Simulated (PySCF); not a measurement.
System: C4H6FN (SMILES [H]/N=C\C/C=C\F).

The calculation's input:

```
{"job": {"kind": "nmr", "xc": "PBE0", "basis": "pcSseg-1"}, "charge": 0, "multiplicity": 1}
N     -2.458234     0.810917    -0.046294
C     -1.258813     0.692184     0.283761
C     -0.384758    -0.537035     0.214243
C      0.839946    -0.242783    -0.593578
C      2.039704    -0.033131    -0.083571
F      2.279670    -0.107349     1.237970
H     -2.899077    -0.034459    -0.409628
H     -0.768731     1.581170     0.671395
H     -0.096764    -0.804129     1.234395
H     -0.942324    -1.365321    -0.231043
H      0.717033    -0.161434    -1.662124
H      2.933546     0.200684    -0.641555
```

Command:

```sh
OMP_NUM_THREADS=1 python probes_run.py task.json out
```

Geometry: GFN2-xTB.

Theory: PBE0/pcSseg-1, SCF density, gas phase, non-relativistic (PySCF 2.14.0).

What will maps of the electron density and electron localisation function show?

C–N (1.25 Å): ρ at the midpoint is about 2.9 e/Å³; the ELF peaks at about 0.90 between the atoms: a short, multiple covalent bond.
N–H (1.02 Å): ρ is about 2.8 e/Å³ halfway; the ELF climbs to about 1 towards the hydrogen, as it does in any bond to H (a covalent bond by its length).
C–C (1.51 Å): ρ at the midpoint is about 1.7 e/Å³; the ELF peaks at about 0.95 between the atoms, as expected for localised, covalent bonding.
C–H (1.09 Å): ρ at the midpoint is about 2.1 e/Å³; the ELF climbs to about 1 towards the hydrogen; an ordinary covalent bond to hydrogen.

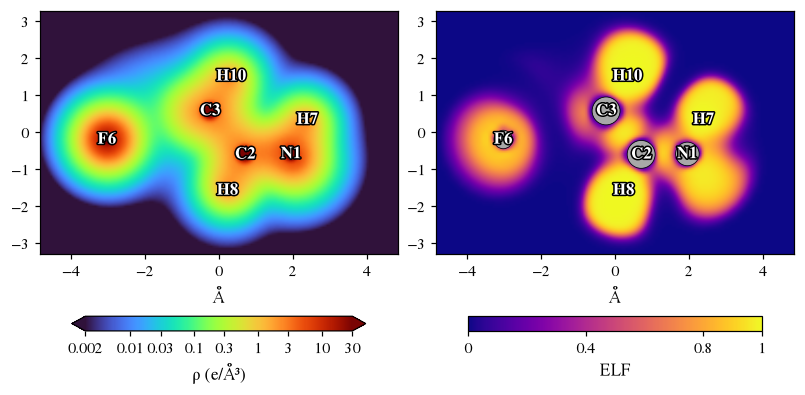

Computed electron density and electron localisation function on the plane of atoms C3, C2 and H8, in this order. Grey discs cover the atomic cores in the ELF map. 
